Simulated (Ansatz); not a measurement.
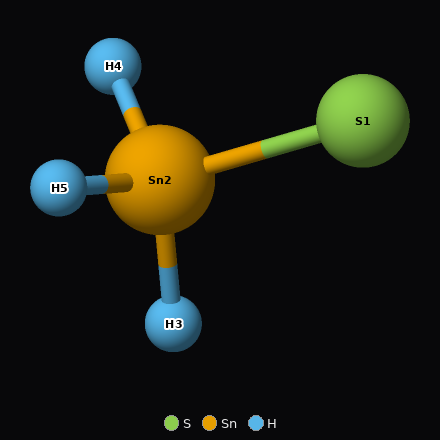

The system is H3SSn, SMILES [S][SnH3], spin multiplicity 2; the picture shows the reference structure. The first coordinate is: bond length Sn2–H4; the second: angle H3–Sn2–H4. Nothing is relaxed (all other coordinates rigid). The grid has 9 × 9 points. Energies: kcal/mol, counted from the lowest grid point. The calculation used UKS BHLYP-D4/def2-SVP (Ansatz).

Its coordinates:

```xyz
5

S    -1.9477    0.4104    1.0571
Sn    0.1395   -0.0418   -0.0902
H    -0.0064    0.3982   -1.7296
H     0.5224   -1.6952    0.0576
H     1.2922    0.9283    0.7050
```

Range: bond length Sn2–H4 from 1.431 to 2.215 Å; angle H3–Sn2–H4 from 85.7 to 135.7°.

> What will the energy surface look like?

The lowest grid point is at bond length Sn2–H4 = 1.725 Å, angle H3–Sn2–H4 = 110.7°. It is the only kind of minimum in the scanned range. The highest grid point, bond length Sn2–H4 = 2.215 Å, angle H3–Sn2–H4 = 135.7°, lies 31.8 kcal/mol above the lowest. Round the minimum the two coordinates are weakly coupled (coupling 0.07 in units of the two stiffnesses).

| angle H3–Sn2–H4 ↓, bond length Sn2–H4 → | 1.431 | 1.529 | 1.627 | 1.725 | 1.823 | 1.921 | 2.019 | 2.117 | 2.215 |
| --- | --- | --- | --- | --- | --- | --- | --- | --- | --- |
| 135.7 | 24.0 | 12.8 | 7.9 | 7.4 | 9.7 | 13.9 | 19.4 | 25.4 | 31.8 |
| 129.4 | 21.2 | 9.8 | 4.8 | 4.2 | 6.4 | 10.6 | 16.0 | 22.0 | 28.4 |
| 123.2 | 19.3 | 7.8 | 2.7 | 1.9 | 4.1 | 8.2 | 13.6 | 19.5 | 25.9 |
| 116.9 | 18.3 | 6.7 | 1.4 | 0.5 | 2.6 | 6.6 | 11.9 | 17.8 | 24.1 |
| 110.7 | 18.2 | 6.4 | 1.0 | 0.0 | 2.0 | 5.9 | 11.1 | 16.9 | 23.2 |
| 104.4 | 19.1 | 7.2 | 1.6 | 0.5 | 2.3 | 6.2 | 11.3 | 17.0 | 23.2 |
| 98.2 | 21.1 | 9.0 | 3.3 | 2.0 | 3.7 | 7.4 | 12.4 | 17.9 | 24.0 |
| 91.9 | 24.3 | 12.1 | 6.2 | 4.7 | 6.2 | 9.7 | 14.5 | 19.9 | 25.8 |
| 85.7 | 28.7 | 16.2 | 10.2 | 8.5 | 9.8 | 13.1 | 17.7 | 22.8 | 28.4 |

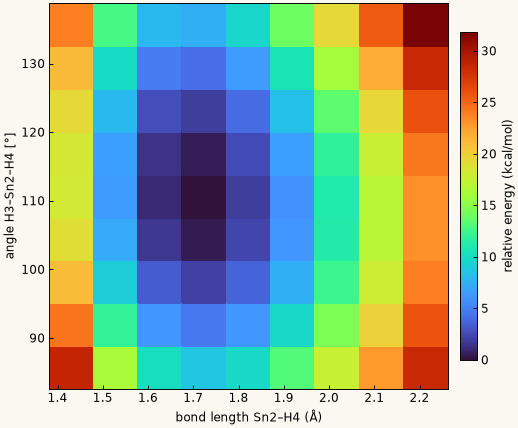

In the figure: one coloured cell a grid point.

The whole map (81 points run) took 12 min on 1 thread of Arm Neoverse V2, on a shared host.
